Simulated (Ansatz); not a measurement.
**BH4 (doublet): correlated methods under varied settings at distance B1–H4 along a hydrogen transfer = 1.412 Å**

Aim: run BH4 (doublet) at one geometry under a spread of methods and options, and see what each costs and gives.

The runs use Ansatz 0.2.0, Gaussian basis; the settings change from run to run.

4 further runs of the same task are left out: 4 that didn't finish.

## 1. The geometry

The geometry derives from fragments relaxed apart (PBE0/def2-TZVP) and kept rigid, so it is no stationary point. A hydrogen atom is moved between rigid fragments.

5 atoms, charge 0, spin multiplicity 2.

Atoms are counted from 1 here; the program's logs count them from 0.

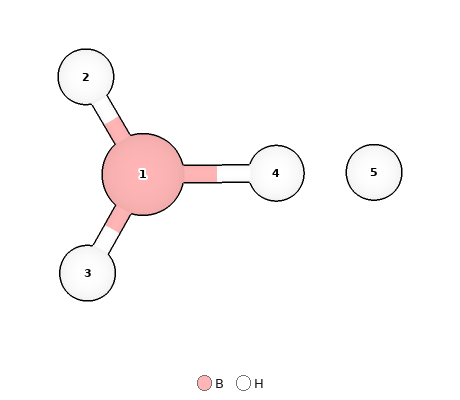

The structure; boron pink, hydrogen white; atoms are numbered from 1 in the order of the file.

## 2. CASCI(5,8)/6-31G

Contents of in.yaml:

```yaml
crystal:
  periodic: [false, false, false]
  atoms:
    - {symbol: B, position_ang: [-0.181146, 0.000000, 0.000000]}
    - {symbol: H, position_ang: [-0.777880, 1.033571, 0.000000]}
    - {symbol: H, position_ang: [-0.777880, -1.033571, 0.000000]}
    - {symbol: H, position_ang: [1.230854, 0.000000, 0.000000]}
    - {symbol: H, position_ang: [2.267854, 0.000000, 0.000000]}
basis:
  gaussian: {orbitals: 6-31G}
magnetization: {spin_polarized: false, initial_magnetization: 1}
correlation: {active_space: {window: {electrons: 5, orbitals: 8}, fixed_orbitals: true}}
scf: {lower_state_search: full}
output: {forces: true}
```

Command:

```bash
$ ansatz run in.yaml --threads 1 --pin off --events-out ev --progress --plain --max-ram 2393MiB
```

What it wrote:

```text
Functional definition: HF
  name "HF"
  cite "Fock, Z. Phys. 61, 126 (1930) doi:10.1007/BF01340294"
  parent pbe
  exchange = exact_x
  correlation = 0
254 factors; integrals over basis functions are off by at most 4.8e-4 eV
mean field evaluation 1: about -729.4439 eV, gradient 9.1e0 eV
mean field evaluation 2: about -729.4396 eV, gradient 9.1e0 eV
mean field evaluation 4: about -730.1088 eV, gradient 1.0e0 eV
mean field evaluation 8: about -730.1480 eV, gradient 6.2e-3 eV
mean field evaluation 16: about -728.1429 eV, gradient 1.2e-1 eV
mean field evaluation 32: about -728.1411 eV, gradient 2.8e-6 eV
mean field evaluation 64: about -729.9889 eV, gradient 2.1e0 eV
mean field -730.14798628 eV, -26.8324435836 hartree, gradient 1.8e-6 eV, S^2 0.750000; 6 other end points of the search recorded, 0 dependent functions left out
reference -730.14798628 eV, -26.8324435836 hartree; 5, 4 occupied and 12, 13 virtual orbitals, 254 factors
state -730.61065803 eV, -26.8494464570 hartree
the calculation of the forces begins
Total energy: -730.61065803 eV, -26.8494464570 hartree
Atom 0 at    -0.181146     0.000000     0.000000 Å, force     0.482368    -0.000000    -0.000000 eV/Å
Atom 1 at    -0.777880     1.033571     0.000000 Å, force     0.125064     0.103444    -0.000000 eV/Å
Atom 2 at    -0.777880    -1.033571     0.000000 Å, force     0.125064    -0.103444     0.000000 eV/Å
Atom 3 at     1.230854     0.000000     0.000000 Å, force    -1.651395     0.000000     0.000000 eV/Å
Atom 4 at     2.267854     0.000000     0.000000 Å, force     0.918900    -0.000000    -0.000000 eV/Å
Dipole moment:    -0.186988     0.000000    -0.000000 e Å
```

Wall time 0.27 s (1 thread of Intel Xeon Platinum 8488C, shared host).

From the report: 444 determinants; active occupations 1.99, 1.99, 1.00, 0.01, 0.01, 0.00, 0.00, 0.00.

## 3. MP2 on UHF/6-31G

in.yaml: that of step 2 with these lines changed.

```diff
@@ -10,5 +10,3 @@
   gaussian: {orbitals: 6-31G}
-magnetization: {spin_polarized: false, initial_magnetization: 1}
-correlation: {active_space: {window: {electrons: 5, orbitals: 8}, fixed_orbitals: true}}
-scf: {lower_state_search: full}
-output: {forces: true}
+magnetization: {spin_polarized: true, initial_magnetization: 1}
+correlation: {method: mp2, electrons: outside_noble_gas}
```

The command is unchanged.

What it wrote:

```text
Functional definition: HF
  name "HF"
  cite "Fock, Z. Phys. 61, 126 (1930) doi:10.1007/BF01340294"
  parent pbe
  exchange = exact_x
  correlation = 0
254 factors; integrals over basis functions are off by at most 4.8e-4 eV
mean field evaluation 1: about -729.4568 eV, gradient 7.9e0 eV
mean field evaluation 2: about -729.4525 eV, gradient 7.8e0 eV
mean field evaluation 4: about -730.3161 eV, gradient 1.3e0 eV
mean field evaluation 8: about -730.3536 eV, gradient 7.7e-3 eV
mean field -730.35363346 eV, -26.8400009781 hartree, gradient 9.8e-6 eV, S^2 0.778033; 0 other end points of the search recorded, 0 dependent functions left out
1 core orbitals not correlated: weight in the atoms' cores, before any rotation towards them, 1.000 or more for the frozen orbitals, at most 0.000 for the correlated occupied ones
reference -730.35363346 eV, -26.8400009781 hartree; 4, 3 occupied and 12, 13 virtual orbitals, 254 factors
second order -1.59173707 eV of doubles, -0.00000000 eV of singles
Total energy: -731.94537053 eV, -26.8984962365 hartree
```

Wall time 0.15 s (1 thread of Intel Xeon Platinum 8488C, shared host).

From the report: ⟨S²⟩ of the determinant 0.778 (pure doublet: 0.75).

## 4. HF/6-31G*

in.yaml: that of step 3 with these lines changed.

```diff
@@ -9,4 +9,5 @@
 basis:
-  gaussian: {orbitals: 6-31G}
-magnetization: {spin_polarized: true, initial_magnetization: 1}
-correlation: {method: mp2, electrons: outside_noble_gas}
+  gaussian: {orbitals: "6-31G*"}
+magnetization: {spin_polarized: false, initial_magnetization: 1}
+hamiltonian: {xc: hf}
+output: {forces: true, orbitals: {seedname: orbitals}}
```

Launched as before.

What it wrote (excerpt; [...] marks lines left out):

```text
Functional definition: HF
  name "HF"
  cite "Fock, Z. Phys. 61, 126 (1930) doi:10.1007/BF01340294"
  parent pbe
[...]
267 factors; integrals over basis functions are off by at most 1.0e-3 eV
[...]
mean field -730.47059390 eV, -26.8442991952 hartree, gradient 4.3e-5 eV, S^2 0.750000; 0 other end points of the search recorded, 0 dependent functions left out
[...]
reference -730.47059390 eV, -26.8442991952 hartree; 5, 4 occupied and 18, 19 virtual orbitals, 267 factors
Total energy: -730.47059390 eV, -26.8442991952 hartree
Atom 0 at    -0.181146     0.000000     0.000000 Å, force     1.021477    -0.000000     0.000000 eV/Å
Atom 1 at    -0.777880     1.033571     0.000000 Å, force     0.245232    -0.071974    -0.000000 eV/Å
Atom 2 at    -0.777880    -1.033571     0.000000 Å, force     0.245232     0.071974     0.000000 eV/Å
Atom 3 at     1.230854     0.000000     0.000000 Å, force    -2.523204     0.000000    -0.000000 eV/Å
Atom 4 at     2.267854     0.000000     0.000000 Å, force     1.011263     0.000000    -0.000000 eV/Å
Dipole moment:    -0.181863    -0.000000    -0.000000 e Å
```

It took 0.15 s on 1 thread of Intel Xeon Platinum 8488C, shared host.

## 5. CCSDT on UHF/6-31++G**

in.yaml: that of step 4 with these lines changed.

```diff
@@ -9,5 +9,5 @@
 basis:
-  gaussian: {orbitals: "6-31G*"}
-magnetization: {spin_polarized: false, initial_magnetization: 1}
-hamiltonian: {xc: hf}
-output: {forces: true, orbitals: {seedname: orbitals}}
+  gaussian: {orbitals: "6-31++G**"}
+magnetization: {spin_polarized: true, initial_magnetization: 1}
+correlation: {method: ccsdt, electrons: outside_noble_gas, diis_vectors: 2}
+output: {forces: true}
```

The command is unchanged.

What it wrote (excerpt; [...] marks lines left out):

```text
Functional definition: HF
  name "HF"
  cite "Fock, Z. Phys. 61, 126 (1930) doi:10.1007/BF01340294"
  parent pbe
[...]
705 factors; integrals over basis functions are off by at most 1.9e-7 eV
[...]
mean field -730.85100452 eV, -26.8582790275 hartree, gradient 1.5e-6 eV, S^2 0.777585; 1 other end points of the search recorded, 0 dependent functions left out
determinant -730.85100452 eV, -26.8582790275 hartree, with singles and doubles -734.25921323 eV, -26.9835283876 hartree
determinant -728.73243398 eV, -26.7804229960 hartree, with singles and doubles -732.58038228 eV, -26.9218324881 hartree
1 core orbitals not correlated: weight in the atoms' cores, before any rotation towards them, 1.000 or more for the frozen orbitals, at most 0.000 for the correlated occupied ones
reference -730.85100452 eV, -26.8582790275 hartree; 4, 3 occupied and 38, 39 virtual orbitals, 705 factors
second order -2.70137828 eV of doubles, -0.00000000 eV of singles
cycle   1  -3.17239387 eV  change   -4.7e-1 eV  update   5.2e-2
[...]
cycle  20  -3.45235159 eV  change   -2.9e-7 eV  update   2.9e-7
[...]
Total energy: -734.30335611 eV, -26.9851506082 hartree
Atom 0 at    -0.181146     0.000000     0.000000 Å, force     0.312118    -0.000000    -0.000000 eV/Å
Atom 1 at    -0.777880     1.033571     0.000000 Å, force     0.242507    -0.015947     0.000000 eV/Å
Atom 2 at    -0.777880    -1.033571     0.000000 Å, force     0.242507     0.015947    -0.000000 eV/Å
Atom 3 at     1.230854     0.000000     0.000000 Å, force    -0.920074    -0.000000    -0.000000 eV/Å
Atom 4 at     2.267854     0.000000     0.000000 Å, force     0.122942     0.000000     0.000000 eV/Å
Dipole moment:    -0.202268    -0.000000     0.000000 e Å
```

Run time: 52 s. Hardware: 1 thread of Intel Xeon Platinum 8488C, shared host; peak memory 0.68 GiB.

From the report: ⟨S²⟩ of the determinant 0.778 (pure doublet: 0.75); correlation -3.4524 eV; T1 0.014; largest double amplitude 0.04.

## 6. The runs in one table

Where basis and cores are those of an earlier FCI/6-31G run (-732.5621 eV), and the state is the same kind, the miss against it is given.

| level | correlated | functions | energy (eV) | from FCI (meV) | time |
| --- | --- | --- | --- | --- | --- |
| CASCI(5,8)/6-31G |  | 17 | -730.6107 | 1951.5 | 0.27 s |
| MP2 on UHF/6-31G | outside noble gas | 17 | -731.9454 | 616.8 | 0.15 s |
| HF/6-31G* |  | 23 | -730.4706 |  | 0.15 s |
| CCSDT on UHF/6-31++G** | outside noble gas | 43 | -734.3034 |  | 52 s |

## 7. Summary of results

| quantity | value |
| --- | --- |
| runs | 4 |
| quickest | MP2 on UHF/6-31G, 0.15 s |
| slowest | CCSDT on UHF/6-31++G**, 52 s |

**Reading.** Total energies in different bases, with other cores or another treatment of relativity can't be set against each other. CCSDT on UHF/6-31++G** took 347 times as long as MP2 on UHF/6-31G; the jobs differ in more than the method. Hartree-Fock, CASSCF and CASCI lack dynamic correlation by design.
